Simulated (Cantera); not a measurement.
A closed system holds: 1 mol Zr, a varied amount of O2, 21 mol N2, 0.75 mol N2O, held at 1350 K and 50.0 Pa.

Method: chemical equilibrium by Gibbs-energy minimisation in Cantera with the NASA 1993 tables (ideal gas, pure condensed phases). Candidate condensed phases: Zr, ZrN, ZrO2; 13 gas species. Mutual solubility and eutectic melting of coexisting phases are not modelled. ZrN: taken at fixed stoichiometry. Condensed phases not in the tables: solid solutions among these carbides, nitrides and lower oxides. The numbers say what is thermodynamically allowed, not how fast it happens.

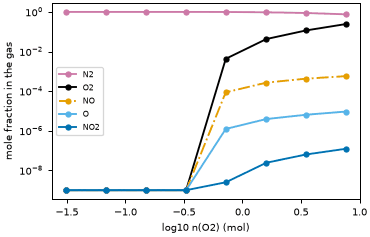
Figure: Equilibrium gas composition (values under 1e-9 drawn at 1e-9)

Problem. Read off the mole fractions at 1.6 mol O2.

Solution. N2 about 0.96, O2 about 0.043, NO about 0.00027, O about 3.9e-6, NO2 about 2.4e-8.
